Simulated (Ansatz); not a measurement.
**Frequency calculation, with input and output: C$_{3}$HF$_{5}$O**

C$_{3}$HF$_{5}$O, SMILES O=C(C(F)F)C(F)(F)F, computed with RKS PBE0-D4/def2-TZVP (Ansatz 0.2.0).

The geometry comes from this level: PBE0-D4/def2-TZVP. Figures and captions count atoms from 1; the log counts them from 0 in places.

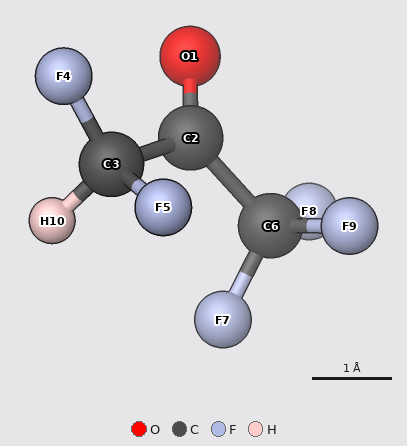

*The structure as given in the input (ball-and-stick view, seen at a tilt; atoms are numbered from 1 in the order of the input).*

Bond lengths as drawn: C–C 1.54 to 1.55 Å, C–F 1.32 to 1.35 Å, C–H 1.10 Å and C–O 1.19 Å.

Results in brief

| quantity | value |
| --- | --- |
| outcome | converged |
| total energy | −18747.6872 eV |
| mean-field energy | −18747.5044 eV |
| dispersion energy | −0.1828 eV |
| largest force (length of the vector) | 0.005 eV/Å |
| dipole moment | 1.74 D |
| hardware | 4 threads of Arm Neoverse V1, 23 GiB of memory available, shared host |
| wall time | 5 min (CPU time 19 min) |
| peak memory | 0.96 GiB |

Input
```yaml
crystal:
  periodic: [false, false, false]
  atoms:
    - {symbol: O, position_ang: [0.370167, -1.695226, -0.699959]}
    - {symbol: C, position_ang: [0.141679, -0.613336, -0.265423]}
    - {symbol: C, position_ang: [0.466728, 0.679221, -1.030808]}
    - {symbol: F, position_ang: [1.305201, 0.401416, -2.033285]}
    - {symbol: F, position_ang: [1.056675, 1.558154, -0.190642]}
    - {symbol: C, position_ang: [-0.548647, -0.428873, 1.109913]}
    - {symbol: F, position_ang: [-1.433964, 0.571723, 1.040736]}
    - {symbol: F, position_ang: [-1.183032, -1.530235, 1.466075]}
    - {symbol: F, position_ang: [0.352069, -0.131634, 2.042013]}
    - {symbol: H, position_ang: [-0.443677, 1.137591, -1.435624]}
basis:
  gaussian: {orbitals: def2-TZVP}
hamiltonian: {xc: pbe0, dispersion: d4}
phonons: {temperatures: {t_min: 298.15, t_max: 900, t_step: 200}}
```

Launch command:
```bash
ansatz run in.yaml --threads 4 --pin off --events-out ev --progress --plain --max-ram 11315MiB
```

The program's output
```
Functional definition: PBE0
  name "PBE0"
  cite "Adamo & Barone, J. Chem. Phys. 110, 6158 (1999) doi:10.1063/1.478522"
  cite "Perdew, Burke & Ernzerhof, Phys. Rev. Lett. 77, 3865 (1996) doi:10.1103/PhysRevLett.77.3865"
  parent pbe
  parameter a = 0.25
  parameter kappa = 0.804
  parameter beta = 0.06672455060314922
  exchange = (1 - a)*pbe_x(kappa = kappa, mu = beta*pi^2/3) + a*exact_x
  correlation = pbe_c(beta = beta)
1515 factors; their error is unknown
mean field evaluation 1: about -18742.8660 eV, gradient 5.8e1 eV
mean field evaluation 2: about -18734.2439 eV, gradient 9.3e1 eV
mean field evaluation 4: about -18747.4216 eV, gradient 4.6e0 eV
mean field evaluation 8: about -18747.4495 eV, gradient 8.8e-2 eV
mean field evaluation 16: about -18747.5044 eV, gradient 3.3e-4 eV
mean field -18747.50436042 eV, -688.9580777304 hartree, gradient 2.1e-5 eV, S^2 0.000000; 0 other end points of the search recorded, 0 dependent functions left out
the calculation of the forces begins
reference -18747.50438050 eV, -688.9580784686 hartree; 36, 36 occupied and 249, 249 virtual orbitals, 1515 factors
these checks for a lower state are left out or cut short: stability, starts, cluster_reference, orbital_swaps, neighbouring_geometries, increment
1515 factors; their error is unknown
mean field -18747.50434422 eV, -688.9580771353 hartree, gradient 1.8e-6 eV, S^2 0.000000; 0 other end points of the search recorded, 0 dependent functions left out
[... from here on the field's lines of each further geometry are left out, up to the last ...]
the calculation of the forces begins
reference -18747.50434374 eV, -688.9580771174 hartree; 36, 36 occupied and 249, 249 virtual orbitals, 1515 factors
these checks for a lower state are left out or cut short: stability, starts, cluster_reference, orbital_swaps, neighbouring_geometries, increment
1515 factors; their error is unknown
mean field -18747.50433573 eV, -688.9580768231 hartree, gradient 1.8e-6 eV, S^2 0.000000; 0 other end points of the search recorded, 0 dependent functions left out
the calculation of the forces begins
reference -18747.50435582 eV, -688.9580775614 hartree; 36, 36 occupied and 249, 249 virtual orbitals, 1515 factors
Total energy: -18747.68720008 eV, -688.9647969641 hartree
Atom 0 at     0.370167    -1.695226    -0.699959 Å, force    -0.000044    -0.002077    -0.001021 eV/Å
Atom 1 at     0.141679    -0.613336    -0.265423 Å, force     0.002732    -0.003480     0.001683 eV/Å
Atom 2 at     0.466728     0.679221    -1.030808 Å, force    -0.002166     0.003669    -0.001638 eV/Å
Atom 3 at     1.305201     0.401416    -2.033285 Å, force     0.001513    -0.000772    -0.000148 eV/Å
Atom 4 at     1.056675     1.558154    -0.190642 Å, force     0.000352    -0.000434     0.000087 eV/Å
Atom 5 at    -0.548647    -0.428873     1.109913 Å, force    -0.001009     0.001615     0.000251 eV/Å
Atom 6 at    -1.433964     0.571723     1.040736 Å, force    -0.001194     0.000143     0.001141 eV/Å
Atom 7 at    -1.183032    -1.530235     1.466075 Å, force     0.000326     0.000150     0.000317 eV/Å
Atom 8 at     0.352069    -0.131634     2.042013 Å, force    -0.000139    -0.000326    -0.000483 eV/Å
Atom 9 at    -0.443677     1.137591    -1.435624 Å, force    -0.000372     0.001514    -0.000189 eV/Å
Dipole moment:    -0.257116     0.235770    -0.098514 e Å
Vibrations: 44.56 52.87 151.48 205.52 275.89 315.60 351.45 435.22 508.51 554.73 591.44 657.15 761.38 882.40 1031.63 1147.33 1191.85 1214.82 1253.62 1320.93 1366.57 1405.22 1903.65 3066.49 cm⁻¹, zero-point energy 1.282638 eV
```

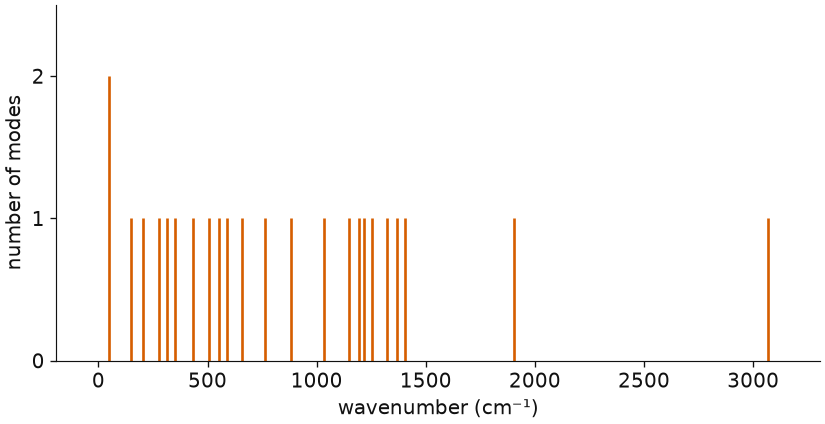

*Harmonic vibrational wavenumbers from the force constants; neighbouring modes closer than 14 cm⁻¹ are counted in one stick.*

24 modes from 45 to 3066 cm⁻¹, none imaginary.

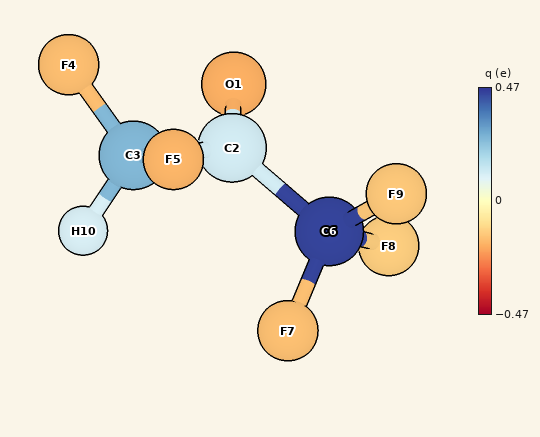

*Mulliken charges, as the colour of each atom (ball-and-stick view, seen at a tilt; atoms are numbered from 1 in the order of the input; Mulliken charges depend strongly on the basis).*

By element: O −0.18, C +0.11 to +0.45, F −0.17 to −0.13 and H +0.10 e.
